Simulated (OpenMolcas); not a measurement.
**Single-point calculation, with input and output: NF3**

System: NF3, SMILES FN(F)F.
Method: HF/ANO-R1, RHF, sfX2C (OpenMolcas 26.06).

The geometry comes from this level: GFN2-xTB.

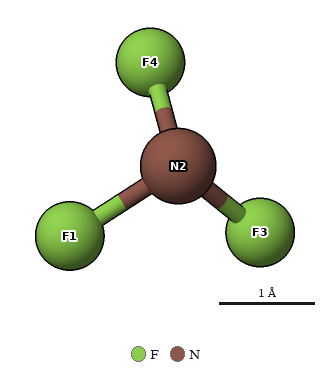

The structure as given in the input (ball-and-stick view, seen at a tilt; atoms are numbered from 1 in the order of the input).

Results in brief

```csv
quantity,value
outcome,converged
total energy,−352.955505 hartree
basis functions,56
HOMO,−14.83 eV
LUMO,4.09 eV
dipole moment,0.41 debye
hardware,"1 thread of Arm Neoverse V2, 24 GiB of memory available, shared host"
wall time,3.9 s
peak memory,0.39 GiB
```

Input file
```
&GATEWAY
Coord
4
angstrom
F        0.623050      -0.000560       1.070480
N        0.341300      -0.071640      -0.257040
F       -0.635810      -1.014280      -0.318110
F       -0.328540       1.086490      -0.495330
Basis = ANO-R1
Group = NoSym
&SEWARD
&SCF
PrOrbitals = 1 1
```

Run as:
```bash
export MOLCAS_MEM=1860
pymolcas step1.inp > step1.log
```

Output
```
--- Start Module: gateway ---

                                              &GATEWAY

                       available to each process: 1.9 GB of memory, 1 thread

++    Symmetry information:
      ---------------------

                    Character Table for C1

                             E
                    a        1  x, y, xy, Rz, z, xz, Ry, yz, Rx, I
--

++    Basis set information:
      ----------------------

      Basis set label: F.ANO-R...3S2P1D.

      Electronic valence basis set:
      ------------------
      Associated Effective Charge   9.000000 au
      Associated Actual Charge      9.000000 au
      Nuclear Model: Finite nucleus - Gaussian distribution
        Gaussian exponent, Xi/bohr**(-2):  5.35469E+08

      Shell  nPrim  nBasis  Cartesian Spherical Contaminant
         s      13       3        X
         p       8       2        X
         d       4       1                 X

      Basis set label: N.ANO-R...3S2P1D.

      Electronic valence basis set:
      ------------------
      Associated Effective Charge   7.000000 au
      Associated Actual Charge      7.000000 au
      Nuclear Model: Finite nucleus - Gaussian distribution
        Gaussian exponent, Xi/bohr**(-2):  6.28656E+08

      Shell  nPrim  nBasis  Cartesian Spherical Contaminant
         s      13       3        X
         p       8       2        X
         d       4       1                 X

      Basis set label: F.ANO-R...3S2P1D.

      Electronic valence basis set:
      ------------------
      Associated Effective Charge   9.000000 au
      Associated Actual Charge      9.000000 au
      Nuclear Model: Finite nucleus - Gaussian distribution
        Gaussian exponent, Xi/bohr**(-2):  5.35469E+08

      Shell  nPrim  nBasis  Cartesian Spherical Contaminant
         s      13       3        X
         p       8       2        X
         d       4       1                 X
--

++    Molecular structure info:
      -------------------------

                    ************************************************
                    **** Cartesian Coordinates / bohr, angstrom ****
                    ************************************************

     Center  Label                x              y              z                     x              y              z
        1      F1               1.177394      -0.001058       2.022914              0.623050      -0.000560       1.070480
        2      N2               0.644964      -0.135380      -0.485735              0.341300      -0.071640      -0.257040
        3      F3              -1.201507      -1.916711      -0.601141             -0.635810      -1.014280      -0.318110
        4      F4              -0.620851       2.053169      -0.936038             -0.328540       1.086490      -0.495330

                    ***************************************
                    *    InterNuclear Distances / bohr    *
                    ***************************************

               1 F1            2 N2            3 F3            4 F4
    1 F1       0.000000
    2 N2       2.568043        0.000000
    3 F3       4.026731        2.568251        0.000000
    4 F4       4.026031        2.568035        4.026073        0.000000

                    *******************************************
                    *    InterNuclear Distances / angstrom    *
                    *******************************************

               1 F1            2 N2            3 F3            4 F4
    1 F1       0.000000
    2 N2       1.358950        0.000000
    3 F3       2.130854        1.359060        0.000000
    4 F4       2.130484        1.358945        2.130506        0.000000

                    **************************************
                    *    Valence Bond Angles / degree    *
                    **************************************
                          Atom centers                 Phi
                      1 F1       2 N2       3 F3       103.25
                      1 F1       2 N2       4 F4       103.23
                      3 F3       2 N2       4 F4       103.23
--

            Nuclear Potential Energy            133.94849326 au

--- Stop Module: gateway /rc=_RC_ALL_IS_WELL_ ---

--- Start Module: seward ---

                                              &SEWARD

                       available to each process: 1.9 GB of memory, 1 thread

               SEWARD will generate:
                  Multipole Moment integrals up to order  2
                  Kinetic Energy integrals
                  Nuclear Attraction integrals (finite nuclei - Gaussian type)
                  One-Electron Hamiltonian integrals
                  Velocity integrals
                  Relativistic X2C integrals
                  Orbital angular momentum around ( -0.0454   0.0095   0.0342 )
                  Velocity quadrupole around ( -0.0454   0.0095   0.0342 )
                  Atomic mean-field integrals
                  Two-Electron Repulsion integrals

                   Integrals are discarded if absolute value <: 1.00E-14
                   Integral cutoff threshold is set to       <: 1.00E-16

            Nuclear Potential Energy            133.94849326 au

      Basis set specifications :
      Symmetry species         a
      Basis functions           56

--- Stop Module: seward /rc=_RC_ALL_IS_WELL_ ---
--- Module seward spent 2 seconds ---

--- Start Module: scf ---

                                                &SCF

                       available to each process: 1.9 GB of memory, 1 thread

++    Input section:
      --------------

      Header of the integral files:

      Cartesian coordinates in angstrom:
      -----------------------------------------------------
      No.  Label        X            Y            Z
      -----------------------------------------------------
       1   F1         0.62305000  -0.00056000   1.07048000
       2   N2         0.34130000  -0.07164000  -0.25704000
       3   F3        -0.63581000  -1.01428000  -0.31811000
       4   F4        -0.32854000   1.08649000  -0.49533000
      -----------------------------------------------------
      Nuclear repulsion energy =  133.94849326
--

++    Orbital specifications:
      -----------------------

      Symmetry species               1
                                     a
      Frozen orbitals                0
      Occupied orbitals             17
      Secondary orbitals            39
      Deleted orbitals               0
      Total number of orbitals      56
      Number of basis functions     56
--

      Molecular charge                           0.000

++    Optimization specifications:
      ----------------------------

      SCF Algorithm: Conventional
      Minimized density differences are used
      Number of density matrices in core                 5
      Maximum number of NDDO SCF iterations            400
      Maximum number of HF SCF iterations              400
      Threshold for SCF energy change             1.00E-09
      Threshold for density matrix                1.00E-04
      Threshold for Fock matrix                   1.50E-04
      Threshold for linear dependence             1.00E-09
      Threshold at which DIIS is turned on        1.50E-01
      Maximum depth in the DIIS procedure                5
      Maximum depth in the BFGS Hessian update          30
      Threshold at which QNR/C2DIIS is turned on  7.50E-02
      Threshold for Norm(delta) (QNR/C2DIIS)      1.00E-03
      All orbitals punched on: SCFORB
--

      Input vectors read from INPORB
      Orbital file label: *Guess orbitals

++ Convergence information
                                   SCF        iterations: Energy and convergence statistics

Iter     Tot. SCF        One-elec.       Two-elec.     Energy      Max Dij or  Max Fij      DNorm      TNorm      AccCon     Time
         Energy          Energy          Energy        Change      Delta Norm                                                in Sec.
   1  -352.630245137  -754.722378111   268.143639714   0.00E+00    2.52E-01*   1.68E-01*    8.62E+00   1.15E+02   None         0.
   2  -352.892046311  -758.780603711   271.940064140  -2.62E-01*   1.32E-01*   9.99E-02*    1.50E+00   1.16E+02   EDIIS        0.
   3  -352.931479068  -758.008712698   271.128740370  -3.94E-02*   2.47E-02*   3.82E-02*    7.25E-01   1.16E+02   c2DIIS       0.
   4  -352.955058634  -757.839211800   270.935659906  -2.36E-02*   1.16E-02*   4.96E-03*    1.12E-01   1.16E+02   QNRc2DIIS    0.
   5  -352.955406092  -758.017429442   271.113530090  -3.47E-04*   6.20E-03*   2.36E-03*    3.40E-02   1.16E+02   QNRc2DIIS    0.
   6  -352.955498874  -757.983108240   271.079116106  -9.28E-05*   1.64E-03*   5.31E-04*    6.54E-03   1.16E+02   QNRc2DIIS    0.
   7  -352.955504218  -757.956604340   271.052606861  -5.34E-06*   4.01E-04    2.09E-04*    1.44E-03   1.16E+02   QNRc2DIIS    0.
   8  -352.955504802  -757.963757213   271.059759150  -5.84E-07*   1.22E-04    4.35E-05     2.90E-04   1.16E+02   QNRc2DIIS    0.
   9  -352.955504833  -757.964841421   271.060843328  -3.09E-08*   1.87E-05    6.29E-06     1.25E-04   1.16E+02   QNRc2DIIS    0.
  10  -352.955504834  -757.964821448   271.060823354  -6.69E-10    5.41E-06    1.18E-06     3.56E-05   1.16E+02   QNRc2DIIS    0.

       Convergence after  10 Iterations
--

 *****************************************************************************************************************************
 *                                             SCF/KS-DFT Program, Final results                                             *
 *                                                       Final Results                                                       *
 *****************************************************************************************************************************

::    Total SCF energy                               -352.9555048338
      One-electron energy                            -757.9648214482
      Two-electron energy                             271.0608233542
      Nuclear repulsion energy                        133.9484932602
      Kinetic energy (interpolated)                   355.0933657780
      Virial theorem                                    0.9939794399
      Total spin, S(S+1)                                0.0000000000
      Total spin, S                                     0.0000000000
      Max non-diagonal density matrix element           0.0000042397
      Max non-diagonal Fock matrix element              0.0000011510

      All orbitals with orbital energies smaller than  E(LUMO)+0.5 are printed

++    Molecular orbitals:
      -------------------

      Title: SCF orbitals

      Molecular orbitals for symmetry species 1: a

          Orbital            1         2         3         4         5         6         7         8         9        10
          Energy          -26.3999  -26.3999  -26.3999  -15.9019   -1.7977   -1.6593   -1.6593   -1.1132   -0.8503   -0.8503
          Occ. No.          2.0000    2.0000    2.0000    2.0000    2.0000    2.0000    2.0000    2.0000    2.0000    2.0000

          Orbital           11        12        13        14        15        16        17        18        19        20
          Energy           -0.8429   -0.7350   -0.7350   -0.6783   -0.6782   -0.6755   -0.5449    0.1505    0.2227    0.2227
          Occ. No.          2.0000    2.0000    2.0000    2.0000    2.0000    2.0000    2.0000    0.0000    0.0000    0.0000

          Orbital           21        22        23        24
          Energy            0.2651    0.3494    0.3498    0.3498
          Occ. No.          0.0000    0.0000    0.0000    0.0000

--

++    Molecular charges:
      ------------------

      Mulliken charges per centre and basis function type
      ---------------------------------------------------

                F1      N2      F3      F4
      1s       2.0000  2.0000  2.0000  2.0000
      2s       1.8957  1.6125  1.8957  1.8957
      2px      1.9306  1.1270  1.6300  1.8055
      2pz      1.3420  0.9261  1.9520  1.9330
      2py      1.9445  0.6830  1.6352  1.4788
      3s       0.0119 -0.0024  0.0119  0.0119
      3px     -0.0003  0.0049 -0.0017 -0.0003
      3pz     -0.0030  0.0117  0.0019  0.0015
      3py      0.0038  0.0200  0.0003 -0.0007
      3d2+     0.0002  0.0319  0.0027  0.0038
      3d1+     0.0039  0.0276  0.0014  0.0009
      3d0      0.0101  0.0493  0.0029  0.0027
      3d1-     0.0023  0.0333  0.0013  0.0026
      3d2-     0.0003  0.0488  0.0084  0.0068
      Total    9.1421  6.5737  9.1421  9.1421

      N-E     -0.1421  0.4263 -0.1421 -0.1421

      Total electronic charge=   34.000000

      Total            charge=   -0.000000
--

++    Static properties:
      ------------------

      LoProp Charges per center

                   F1       N2       F3       F4
      Nuclear      9.0000   7.0000   9.0000   9.0000
      Electronic  -9.1726  -6.4823  -9.1726  -9.1726

      Total       -0.1726   0.5177  -0.1726  -0.1726
--

++    Natural Bond Order analysis
      ---------------------------
      Based on LoProp computed density
      -------------------------------------------------------------------------------------
      Atom A       Atom B       Bond Order
      -------------------------------------------------------------------------------------
      NBO located      1.016 non-bonded electrons on atom F1
      NBO located      1.000 non-bonded electrons on atom F1
      NBO located      0.995 non-bonded electrons on atom F1
      NBO located      0.999 non-bonded electrons on atom N2
      NBO located      1.000 non-bonded electrons on atom F3
      NBO located      0.993 non-bonded electrons on atom F3
      NBO located      1.000 non-bonded electrons on atom F4
      NBO located      1.010 non-bonded electrons on atom F4
      The remaining    9.628 electrons are to be considered as diffuse
--

++    Molecular properties:
      ---------------------

      Charge (e):
                      =   -0.0000
      Dipole Moment (debye):
      Origin of the operator (angstrom)=   -0.0240    0.0050    0.0181
                   X=  3.1985E-01               Y= -6.6904E-02               Z= -2.4040E-01           Total=  4.0567E-01
      Quadrupole Moment (debye*angstrom):
      Origin of the operator (angstrom)=   -0.0240    0.0050    0.0181
                  XX= -1.9944E+01              XY= -7.5094E-02              XZ= -2.6889E-01              YY= -2.0285E+01
                  YZ=  5.6140E-02              ZZ= -2.0098E+01
      In traceless form (debye*angstrom)
                  XX=  2.4770E-01              XY= -1.1264E-01              XZ= -4.0334E-01              YY= -2.6411E-01
                  YZ=  8.4211E-02              ZZ=  1.6407E-02
--

--- Stop Module: scf /rc=_RC_ALL_IS_WELL_ ---

.##################.
.# Happy landing! #.
.##################.

    Timing: Wall=3.56 User=3.23 System=0.27
```

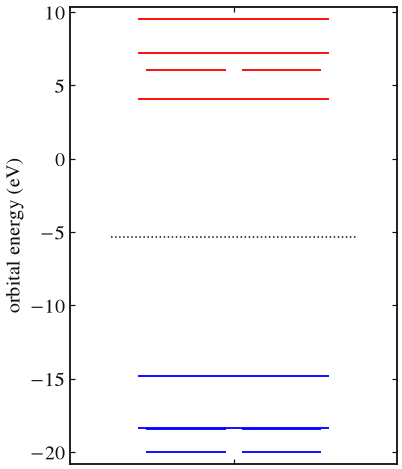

Orbital energies near the frontier; the dotted line parts filled from empty levels, and levels within 0.02 eV of each other stand side by side. Highest filled −14.83 eV, lowest empty 4.09 eV, 18.92 eV apart.

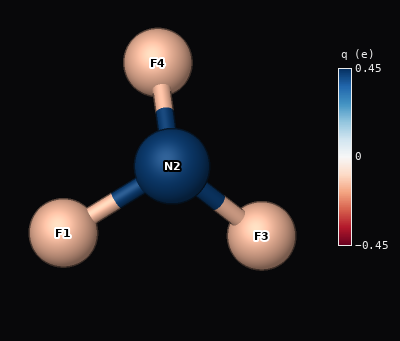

Mulliken charges, as the colour of each atom (ball-and-stick view, seen at a tilt; atoms are numbered from 1 in the order of the input). By element: F −0.14 and N +0.43 e.
